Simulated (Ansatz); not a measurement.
# GeSiH$_{7}$O$_{2}$F: geometry relaxation (part 2 of 2)

GeSiH$_{7}$O$_{2}$F; RKS BHLYP/def2-SVP (Ansatz 0.2.0). The run did not end well. The input holds or restrains some coordinates. Forces given for the steps count only the free coordinates. It belongs to a series of runs on one base structure; here: pulled along the bonds that form and break, towards end B.

Geometry of the input (Å):
```
Ge 0.0000  0.0000  0.0000
O  0.0000  0.0000  2.1200
H  -0.9095  -0.2814  2.4571
F  1.5842  0.0000  -0.5594
H  -0.7300  1.2648  -0.5162
O  -0.8337  -1.4443  -0.5894
H  -1.2883  -1.9100  0.1830
Si 1.3622  -2.0686  0.8230
H  0.5435  -3.2713  0.7008
H  2.5654  -2.2150  0.0091
H  1.7408  -1.8783  2.2202
H  0.6900  -1.0478  1.9692
```

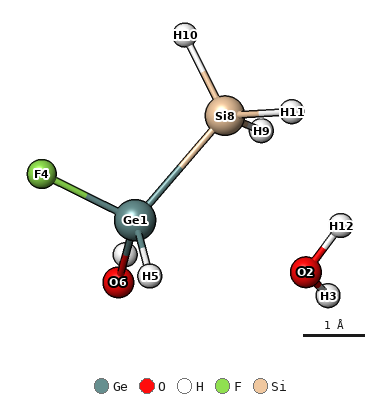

Figure 1. The geometry at step 14 of the log (ball-and-stick view, seen on its broad side; atoms are numbered from 1 in the order of the input).

### Trajectory as extended XYZ, continued
```
12
Properties=species:S:1:pos:R:3:forces:R:3 step=3 energy=-71299.74495
Ge    0.0641   -0.1314   -0.1772   -1.0277   0.0796   3.0689
O     0.0056   -0.0019    2.4076   -0.7428   0.3914   0.1017
H    -0.9126   -0.2858    2.4702    0.3868  -0.0292   0.2750
F     1.6560    0.0409   -0.6267    3.2784   2.1133  -2.9534
H    -0.7149    1.2446   -0.5066    0.8032  -1.1453   0.3603
O    -0.9017   -1.4777   -0.6260   -3.3291  -1.3075  -1.7783
H    -1.2768   -1.9036    0.1610    0.4469   0.1645  -0.8525
Si    1.3875   -2.1235    0.6187   -1.4098   1.1890   4.0827
H     0.5403   -3.2941    0.7002   -0.1113  -0.8756  -0.1423
H     2.6047   -2.2258   -0.0166    1.9218  -0.5310  -1.2486
H     1.7414   -1.8939    2.1897    0.0151  -0.5133  -1.4544
H     0.5310   -0.7997    2.2230   -0.2314   0.4643   0.5409
12
Properties=species:S:1:pos:R:3:forces:R:3 step=4 energy=-71300.56057
Ge    0.1204   -0.2109   -0.2248   -1.1937   0.4375   1.9847
O    -0.0297    0.0458    2.5749   -1.4771   1.1546  -0.0393
H    -0.9295   -0.2800    2.4824    0.1721   0.1855   0.3362
F     1.7135    0.0953   -0.7153    1.9833   1.5787  -2.3081
H    -0.6810    1.1945   -0.4948    0.9705  -1.4061   0.4602
O    -0.9855   -1.4947   -0.6826   -2.0925  -0.3219  -1.3262
H    -1.2755   -1.9173    0.1341    0.2010  -0.0848  -0.6233
Si    1.3783   -2.1178    0.5670   -0.6046   0.6585   4.2024
H     0.5417   -3.3114    0.6907   -0.0306  -0.4873  -0.3000
H     2.6382   -2.2412   -0.0443    1.1690  -0.4002  -0.9675
H     1.7411   -1.9055    2.1394   -0.1239  -0.3019  -1.5358
H     0.4927   -0.7086    2.3907    1.0265  -1.0126   0.1167
12
Properties=species:S:1:pos:R:3:forces:R:3 step=5 energy=-71301.69098
Ge    0.1814   -0.2867   -0.2184   -0.7818   0.5651  -0.0083
O    -0.1024    0.1215    2.6791    0.0140  -0.9063  -0.5999
H    -0.9640   -0.2752    2.5146    0.1330   0.2599   0.3284
F     1.7340    0.1793   -0.8836    0.1167   0.3710  -1.1204
H    -0.5923    1.0714   -0.4397    0.6017  -0.6928   0.6328
O    -1.0972   -1.4513   -0.7581   -0.3332   0.1380   0.2271
H    -1.2742   -1.9498    0.0583    0.0396   0.0267  -1.0660
Si    1.3933   -2.1186    0.6172    0.1793  -0.0570   2.6065
H     0.5479   -3.3297    0.6595    0.0211  -0.1028  -0.1913
H     2.6465   -2.2622   -0.0890    0.3476  -0.1828  -0.4658
H     1.7540   -1.9134    2.1080   -0.0418  -0.1505  -0.7831
H     0.4975   -0.6373    2.5695   -0.2962   0.7315   0.4399
12
Properties=species:S:1:pos:R:3:forces:R:3 step=6 energy=-71302.24594
Ge    0.2033   -0.3472   -0.2540    0.4664   1.4849   0.0008
O    -0.1405    0.1606    2.6505    0.7058  -1.7311  -0.1956
H    -0.9870   -0.2917    2.5759    0.1242   0.3021   0.2110
F     1.6821    0.1927   -1.0750   -0.4993  -0.3120  -0.5995
H    -0.5203    1.0037   -0.3168    0.2886  -0.1000   0.5815
O    -1.1255   -1.3708   -0.8110   -0.5226  -0.7556   0.1504
H    -1.2560   -1.9787   -0.0647   -0.1009   0.0716  -1.0649
Si    1.4096   -2.1057    0.7148    0.3964  -0.3509   0.8617
H     0.5521   -3.3187    0.6465    0.0380   0.0355   0.0624
H     2.6174   -2.2712   -0.1090    0.0480  -0.0844  -0.0212
H     1.7951   -1.9251    2.1493    0.0231  -0.0455  -0.1539
H     0.4942   -0.5999    2.7109   -0.9677   1.4855   0.1673
12
Properties=species:S:1:pos:R:3:forces:R:3 step=7 energy=-71302.60407
Ge    0.2415   -0.3386   -0.2664   -0.7700   0.3882  -0.6967
O    -0.1529    0.1592    2.6209    0.6192  -1.8832   0.1263
H    -1.0046   -0.2945    2.6514    0.2331   0.3923   0.1014
F     1.6316    0.1602   -1.2621   -0.8145  -0.4691  -0.1855
H    -0.4400    1.0228   -0.1676    0.2403  -0.1333   0.3916
O    -1.1854   -1.3471   -0.8658    1.0867   0.1729   0.7754
H    -1.2715   -2.0624   -0.2129   -0.0120   0.3832  -0.9156
Si    1.4274   -2.0760    0.7740    0.3156  -0.5384   0.0286
H     0.5612   -3.2855    0.6774    0.0235   0.1084   0.1359
H     2.6121   -2.2796   -0.0883    0.0163  -0.0238   0.1303
H     1.8253   -1.9189    2.1889    0.0489   0.0741   0.1038
H     0.4799   -0.5916    2.7678   -0.9870   1.5286   0.0044
12
Properties=species:S:1:pos:R:3:forces:R:3 step=8 energy=-71302.89889
Ge    0.2504   -0.3439   -0.2682   -0.6420   0.5203  -0.9558
O    -0.1829    0.1183    2.6232    0.6089  -1.6935   0.1960
H    -1.0312   -0.3316    2.7051    0.1810   0.3302   0.0709
F     1.5252    0.0911   -1.4167   -0.6162  -0.3896  -0.0594
H    -0.3595    1.0323   -0.0700    0.1958  -0.0534   0.3740
O    -1.1771   -1.2811   -0.9080    0.9103   0.0548   0.7043
H    -1.2710   -2.0391   -0.3154   -0.1012   0.2374  -0.7088
Si    1.4474   -2.0594    0.7874    0.3478  -0.5168   0.1082
H     0.5724   -3.2641    0.7494   -0.0051   0.0909   0.1204
H     2.6345   -2.3240   -0.0525    0.0145   0.0127   0.0702
H     1.8572   -1.8360    2.1907    0.0337   0.0369   0.0937
H     0.4593   -0.6145    2.7925   -0.9275   1.3701  -0.0138
12
Properties=species:S:1:pos:R:3:forces:R:3 step=9 energy=-71303.16638
Ge    0.2813   -0.3399   -0.3108   -0.4789   0.4066  -0.8662
O    -0.2792    0.0139    2.5823    0.5225  -1.4983   0.3675
H    -1.1053   -0.4291    2.8082    0.2271   0.3150  -0.0472
F     1.4498    0.0168   -1.5864   -0.5731  -0.3064   0.0760
H    -0.1915    1.0570    0.0224    0.1006   0.0120   0.2065
O    -1.1861   -1.1990   -0.9219    0.7174   0.1385   0.4624
H    -1.3175   -1.9996   -0.4058   -0.0207   0.1719  -0.4375
Si    1.4834   -2.0159    0.7938    0.3864  -0.6056   0.2400
H     0.5867   -3.2022    0.9158   -0.0054   0.1376   0.0688
H     2.6316   -2.4036   -0.0539    0.0000   0.0339   0.0309
H     1.9730   -1.6896    2.1567   -0.0114   0.0538  -0.0035
H     0.3983   -0.6605    2.8170   -0.8644   1.1411  -0.0980
12
Properties=species:S:1:pos:R:3:forces:R:3 step=10 energy=-71303.32760
Ge    0.3017   -0.3436   -0.3381   -0.0723   0.8129  -0.6652
O    -0.3014   -0.0612    2.5530    0.2828  -1.3642   0.6203
H    -1.1202   -0.4598    2.8819    0.4364   0.3491  -0.2005
F     1.3400   -0.0502   -1.7326   -0.4038  -0.1871   0.2875
H    -0.0985    1.0599    0.0865    0.1565  -0.0855   0.0169
O    -1.1674   -1.1404   -0.9214   -0.0093  -0.4553   0.3369
H    -1.2856   -2.0061   -0.5139   -0.0037   0.4120  -0.4258
Si    1.4899   -1.9890    0.8183    0.3989  -0.5254   0.2302
H     0.5611   -3.1464    0.9709    0.0491   0.0921   0.0531
H     2.6274   -2.4017   -0.0314    0.0356  -0.0516   0.0723
H     1.9862   -1.6321    2.1765   -0.0197   0.0242  -0.1199
H     0.3914   -0.6814    2.8679   -0.8504   0.9786  -0.2058
12
Properties=species:S:1:pos:R:3:forces:R:3 step=11 energy=-71303.42871
Ge    0.3273   -0.3242   -0.3591   -0.2271   0.5837  -0.6550
O    -0.3729   -0.1885    2.5248    0.5920  -1.0052   0.4839
H    -1.1797   -0.5715    2.8840    0.2523   0.1525  -0.1401
F     1.2665   -0.0935   -1.8238   -0.2197  -0.0768   0.1792
H     0.0273    1.0909    0.1022    0.0827  -0.0540  -0.0040
O    -1.1982   -1.0625   -0.8729    0.0733  -0.3152   0.3013
H    -1.3002   -1.9686   -0.5667    0.0128   0.3733  -0.2703
Si    1.5357   -1.9423    0.8104    0.3310  -0.6880   0.3612
H     0.5514   -3.0208    1.1227    0.0820   0.0641   0.0142
H     2.6289   -2.5403    0.0053   -0.0674   0.0995   0.0196
H     2.0942   -1.4782    2.1081    0.0029   0.0412  -0.0749
H     0.3443   -0.7525    2.8824   -0.9148   0.8250  -0.2153
12
Properties=species:S:1:pos:R:3:forces:R:3 step=12 energy=-71303.46583
Ge    0.3599   -0.3218   -0.3997   -0.7829   0.3936  -0.0624
O    -0.3901   -0.3406    2.4778    1.3513  -0.8760   0.8719
H    -1.2062   -0.6960    2.8271   -0.0053  -0.0306  -0.0149
F     1.1887   -0.1645   -1.9146    0.1614  -0.0288  -0.2080
H     0.1847    1.1078    0.0904    0.0206  -0.0542  -0.0569
O    -1.2418   -0.9578   -0.8247    0.1167  -0.8057   0.3159
H    -1.3241   -1.9136   -0.6699    0.0424   0.9254  -0.2482
Si    1.5150   -1.9148    0.8568    0.5091  -0.6684   0.3359
H     0.5767   -2.9969    1.3160    0.1991   0.2749  -0.1416
H     2.5719   -2.5297    0.0060   -0.0858   0.0068   0.1615
H     2.1589   -1.3207    2.0717   -0.0839  -0.1020  -0.2313
H     0.3310   -0.8033    2.9805   -1.4426   0.9651  -0.7220
12
Properties=species:S:1:pos:R:3:forces:R:3 step=13 energy=-71303.49408
Ge    0.3538   -0.3154   -0.4045   -0.2605   0.4352  -0.7366
O    -0.4184   -0.4339    2.4597    1.1346  -0.6193   0.9593
H    -1.1874   -0.8681    2.8399    0.2510   0.0955  -0.1374
F     1.1819   -0.2352   -1.9556   -0.1908  -0.0202   0.3693
H     0.2326    1.1305    0.0481    0.0115  -0.0280  -0.0276
O    -1.2739   -0.8892   -0.7893    0.1035  -0.4949   0.2002
H    -1.3679   -1.8451   -0.7092    0.0018   0.5320  -0.1397
Si    1.5284   -1.8847    0.8600    0.4362  -0.7515   0.3867
H     0.5537   -2.9110    1.3453    0.1891   0.1155  -0.0855
H     2.5973   -2.5848    0.0929   -0.1467   0.1260   0.0361
H     2.1688   -1.2497    2.0484   -0.0461  -0.0536  -0.1176
H     0.3557   -0.7654    2.9817   -1.4834   0.6633  -0.7072
12
Properties=species:S:1:pos:R:3:forces:R:3 step=14 energy=-71303.52547
Ge    0.3660   -0.3179   -0.4006   -0.3318   0.4999  -0.4789
O    -0.4413   -0.4300    2.4525    0.8328  -0.6123   0.8089
H    -1.2065   -0.9157    2.7786    0.3092   0.1686  -0.1738
F     1.1470   -0.2785   -1.9700   -0.1160  -0.0355   0.2149
H     0.2835    1.1386    0.0307    0.0137  -0.0489  -0.0238
O    -1.2864   -0.8574   -0.7076    0.0425  -0.4034   0.0607
H    -1.3832   -1.8139   -0.7134   -0.0058   0.4085  -0.0821
Si    1.5421   -1.8802    0.8708    0.4952  -0.7003   0.2968
H     0.5899   -2.9147    1.3680    0.1059   0.0762  -0.0693
H     2.6042   -2.5692    0.0877   -0.1046   0.0937   0.0466
H     2.1882   -1.2405    2.0501   -0.0368  -0.0240  -0.0788
H     0.3210   -0.7724    2.9707   -1.2044   0.5774  -0.5212
12
Properties=species:S:1:pos:R:3:forces:R:3 step=15 energy=-71303.50334 accepted=F
Ge    0.3383   -0.3320   -0.3800   -0.2087   0.5756  -0.2684
O    -0.3713   -0.3760    2.5011   -0.7844  -1.7637   0.7763
H    -1.1489   -0.9918    2.6084    1.4941   1.2655  -0.2301
F     1.1182   -0.3618   -1.9420   -0.0638  -0.0178  -0.0444
H     0.3019    1.1380    0.0160   -0.0293  -0.0821  -0.0184
O    -1.3328   -0.8227   -0.6639   -0.0487  -0.9630  -0.0458
H    -1.4337   -1.7766   -0.8208    0.0496   0.9275   0.0683
Si    1.5344   -1.8716    0.9008    0.5120  -0.4919   0.1960
H     0.6117   -2.9257    1.3882   -0.0014  -0.0247   0.0275
H     2.6060   -2.5247    0.1089   -0.0488   0.0148   0.0146
H     2.1659   -1.2095    2.0699    0.0259  -0.0460  -0.0375
H     0.3349   -0.7975    3.0307   -0.8963   0.6057  -0.4381
12
Properties=species:S:1:pos:R:3:forces:R:3 step=16 energy=-71303.54618
Ge    0.3597   -0.3213   -0.3874   -0.3786   0.4506  -0.3926
O    -0.4252   -0.4168    2.4723    0.7601  -0.5488   0.6824
H    -1.1921   -0.9164    2.7664    0.2073   0.1280  -0.1404
F     1.1233   -0.3135   -1.9610   -0.0305  -0.0049   0.0954
H     0.2795    1.1386    0.0298    0.0181  -0.0396  -0.0127
O    -1.2958   -0.8512   -0.6875   -0.0087  -0.3700   0.0291
H    -1.3837   -1.8000   -0.8099   -0.0037   0.3722  -0.0242
Si    1.5415   -1.8797    0.8835    0.4760  -0.6350   0.2392
H     0.6045   -2.9231    1.3812    0.0572   0.0554  -0.0383
H     2.5974   -2.5571    0.0876   -0.0507   0.0608   0.0305
H     2.1902   -1.2343    2.0545   -0.0071  -0.0176  -0.0343
H     0.3253   -0.7771    2.9880   -1.0393   0.5490  -0.4341
12
Properties=species:S:1:pos:R:3:forces:R:3 step=17 energy=-71303.56527
Ge    0.3426   -0.3424   -0.3777   -0.2352   0.4702  -0.2247
O    -0.4032   -0.3956    2.4936    0.7786  -0.4219   0.5037
H    -1.1756   -0.9217    2.7008    0.0422   0.0140  -0.0417
F     1.0929   -0.3546   -1.9542   -0.0491  -0.0535  -0.0306
H     0.3153    1.1187    0.0258   -0.0708   0.0516   0.0171
O    -1.3264   -0.8498   -0.6358    0.0080  -0.2029  -0.0253
H    -1.4156   -1.7669   -0.8984   -0.0193   0.2066   0.0052
Si    1.5463   -1.8743    0.9049    0.4532  -0.5628   0.0996
H     0.6250   -2.9389    1.3733    0.0242   0.0035   0.0488
H     2.6108   -2.5146    0.0969    0.0121  -0.0063   0.0166
H     2.1879   -1.2248    2.0747   -0.0170  -0.0156  -0.0047
H     0.3245   -0.7870    3.0134   -0.9270   0.5172  -0.3640
12
Properties=species:S:1:pos:R:3:forces:R:3 step=18 energy=-71303.58476
Ge    0.3500   -0.3458   -0.3638   -0.4446   0.4457  -0.2900
O    -0.3854   -0.3912    2.5096    0.6600  -0.6017   0.4921
H    -1.1813   -0.9241    2.5509    0.0658   0.0663  -0.0469
F     1.0363   -0.3926   -1.9697   -0.0609  -0.0605   0.0244
H     0.3188    1.1208    0.0150    0.0078   0.0665   0.0395
O    -1.3411   -0.8346   -0.5544    0.1395  -0.1601  -0.0250
H    -1.4511   -1.6983   -0.9526   -0.0176   0.1435   0.0251
Si    1.5735   -1.8639    0.9162    0.5402  -0.5746   0.2094
H     0.6721   -2.9107    1.4567   -0.0277  -0.0004  -0.0173
H     2.6236   -2.5389    0.1165   -0.0175   0.0174  -0.0136
H     2.2336   -1.1895    2.0601    0.0049   0.0238  -0.0211
H     0.2759   -0.8831    3.0329   -0.8501   0.6341  -0.3765
12
Properties=species:S:1:pos:R:3:forces:R:3 step=19 energy=-71303.54946 accepted=F
Ge    0.3593   -0.3461   -0.3372   -0.4713   0.3918  -0.3429
O    -0.3729   -0.3679    2.5371   -0.2853  -2.0164   0.4582
H    -1.1840   -0.9063    2.3547    1.2619   0.9112   0.2477
F     0.9632   -0.4473   -1.9771   -0.1070  -0.0170   0.1422
H     0.3389    1.1276    0.0214    0.0464   0.0510  -0.0057
O    -1.3427   -0.8444   -0.4421    0.0540  -0.8618  -0.5331
H    -1.4703   -1.6424   -0.9878    0.0925   0.8564   0.5582
Si    1.6050   -1.8549    0.9325    0.5699  -0.4957   0.2177
H     0.6999   -2.8844    1.5042    0.0026   0.0179  -0.0267
H     2.6333   -2.5457    0.1172   -0.0306   0.0104   0.0062
H     2.2830   -1.1535    2.0496    0.0086  -0.0216  -0.0291
H     0.2119   -0.9865    3.0449   -1.1418   1.1738  -0.6928
12
Properties=species:S:1:pos:R:3:forces:R:3 step=20 energy=-71303.59448
Ge    0.3673   -0.3415   -0.3459   -0.4827   0.4124  -0.2301
O    -0.4144   -0.3815    2.5146    0.4306  -0.8990   0.4429
H    -1.1993   -0.9413    2.4612    0.3304   0.2897  -0.0542
F     0.9778   -0.4418   -1.9804   -0.0599  -0.0175   0.0661
H     0.3544    1.1331    0.0157    0.0292   0.0237  -0.0140
O    -1.3288   -0.8422   -0.4599    0.0399  -0.4662  -0.2730
H    -1.4524   -1.6569   -0.9620    0.0335   0.4669   0.2472
Si    1.5999   -1.8589    0.9265    0.5179  -0.5123   0.1349
H     0.6833   -2.8935    1.4675    0.0134   0.0126   0.0030
H     2.6319   -2.5391    0.1087    0.0001   0.0015   0.0179
H     2.2712   -1.1736    2.0566   -0.0019  -0.0119   0.0087
H     0.2336   -0.9148    3.0147   -0.8503   0.7002  -0.3495
12
Properties=species:S:1:pos:R:3:forces:R:3 step=21 energy=-71303.60526
Ge    0.3587   -0.3445   -0.3335   -0.3691   0.4619  -0.2243
O    -0.3985   -0.3754    2.5332    0.3056  -1.0512   0.3439
H    -1.1816   -0.9199    2.3680    0.4032   0.3422   0.0429
F     0.9432   -0.4656   -1.9740   -0.0424  -0.0228   0.0037
H     0.3618    1.1363    0.0077    0.0020  -0.0013  -0.0039
O    -1.3361   -0.8498   -0.4286    0.0163  -0.2886  -0.1271
H    -1.4685   -1.6303   -0.9739    0.0100   0.2853   0.1639
Si    1.6117   -1.8503    0.9326    0.5333  -0.5189   0.1916
H     0.6970   -2.8850    1.4758    0.0002  -0.0043   0.0049
H     2.6450   -2.5333    0.1194   -0.0088   0.0101  -0.0085
H     2.2817   -1.1706    2.0667   -0.0023   0.0050  -0.0119
H     0.2100   -0.9635    3.0240   -0.8481   0.7825  -0.3753
12
Properties=species:S:1:pos:R:3:forces:R:3 step=22 energy=-71303.61698
Ge    0.3860   -0.3459   -0.3252   -0.3922   0.4656  -0.2088
O    -0.4190   -0.3875    2.5279    0.1146  -1.5113   0.2854
H    -1.2212   -0.8630    2.2374    0.7580   0.4753   0.1926
F     0.8641   -0.5063   -1.9989   -0.0526  -0.0322   0.1168
H     0.4104    1.1431   -0.0171    0.0268  -0.0026  -0.0190
O    -1.3127   -0.8547   -0.3093   -0.0580  -0.2724  -0.1787
H    -1.4923   -1.5767   -0.9179    0.0103   0.2558   0.1766
Si    1.6509   -1.8405    0.9423    0.5816  -0.4858   0.1772
H     0.7409   -2.8767    1.4905   -0.0074   0.0053  -0.0130
H     2.6795   -2.5184    0.1200    0.0100  -0.0072   0.0000
H     2.3205   -1.1555    2.0727   -0.0074   0.0099  -0.0212
H     0.1174   -1.0699    2.9950   -0.9837   1.0995  -0.5079
12
Properties=species:S:1:pos:R:3:forces:R:3 step=23 energy=-71303.63481
Ge    0.3827   -0.3469   -0.3008   -0.2613   0.4460  -0.2470
O    -0.4137   -0.4020    2.5546   -0.2427  -1.5984  -0.2625
H    -1.1594   -0.8101    2.0585    0.8286   0.5136   0.5866
F     0.8251   -0.5506   -1.9763   -0.0638  -0.0185   0.0243
H     0.4225    1.1485   -0.0287    0.0105   0.0025  -0.0044
O    -1.3196   -0.8497   -0.2432   -0.0353  -0.1501  -0.0239
H    -1.5271   -1.5419   -0.8737   -0.0143   0.1457   0.1150
Si    1.6708   -1.8319    0.9542    0.6069  -0.4244   0.2107
H     0.7592   -2.8677    1.5004    0.0088  -0.0033   0.0090
H     2.7006   -2.5065    0.1299   -0.0185   0.0046  -0.0093
H     2.3366   -1.1277    2.0744   -0.0065  -0.0305  -0.0206
H     0.0470   -1.1653    2.9681   -0.8124   1.1126  -0.3781
12
Properties=species:S:1:pos:R:3:forces:R:3 step=24 energy=-71303.66888
Ge    0.4214   -0.3425   -0.3045   -0.4107   0.3900  -0.1759
O    -0.4560   -0.4507    2.5265    0.0093  -1.4014  -0.0103
H    -1.2311   -0.7375    2.0065    0.6527   0.2221   0.3193
F     0.7584   -0.5994   -1.9983   -0.0471  -0.0139   0.1100
H     0.4853    1.1598   -0.0752    0.0323   0.0083  -0.0206
O    -1.2842   -0.8244   -0.1371   -0.0797  -0.1399  -0.1246
H    -1.5468   -1.5053   -0.7582   -0.0115   0.1350   0.0658
Si    1.7167   -1.8137    0.9592    0.6257  -0.4392   0.2121
H     0.8081   -2.8489    1.5116    0.0010   0.0009  -0.0193
H     2.7407   -2.4906    0.1303    0.0016  -0.0011  -0.0057
H     2.3857   -1.1127    2.0785   -0.0159   0.0031  -0.0286
H    -0.0736   -1.2861    2.8779   -0.7577   1.2362  -0.3223
12
Properties=species:S:1:pos:R:3:forces:R:3 step=25 energy=-71303.69711
Ge    0.4204   -0.3582   -0.2706   -0.4643   0.3824  -0.5698
O    -0.4913   -0.5172    2.5456    0.4149  -0.9788   0.1193
H    -1.2156   -0.7493    1.9520    0.0878   0.0084   0.0449
F     0.6897   -0.7402   -1.9634   -0.0381   0.0831   0.3120
H     0.5423    1.1609   -0.1513    0.0173  -0.0997   0.0031
O    -1.3028   -0.7869   -0.0884   -0.1528  -0.4241  -0.4199
H    -1.6308   -1.3339   -0.8178    0.2138   0.4326   0.4924
Si    1.7569   -1.7907    0.9923    0.5340  -0.4939   0.1872
H     0.8809   -2.8517    1.5535    0.0323   0.0324  -0.0310
H     2.7752   -2.4339    0.1297    0.0038   0.0034   0.0152
H     2.4273   -1.0749    2.0964   -0.0002   0.0341   0.0123
H    -0.1277   -1.3758    2.8394   -0.6485   1.0202  -0.1657
```

### Outcome

- outcome: not converged
- hardware: 4 threads of AMD EPYC (Zen 5), 32 GiB of memory available, shared host
- wall time: 23 s (CPU time 83 s)
- peak memory: 0.36 GiB

### What went wrong

The run did not converge: “geometry relaxation did not converge after 25 steps: max|allowed force component| = 1.02e0 eV/Å without the restraints, 4.92e-1 eV/Å with the forces of `relax.restrain` added, the figure compared with `relax.f_tol` (threshold 1.5e-1). Raise `relax.max_steps` over both its present limit and 25, loosen `relax.f_tol`, or start from a geometry closer to equilibrium …” Its last values are not results.
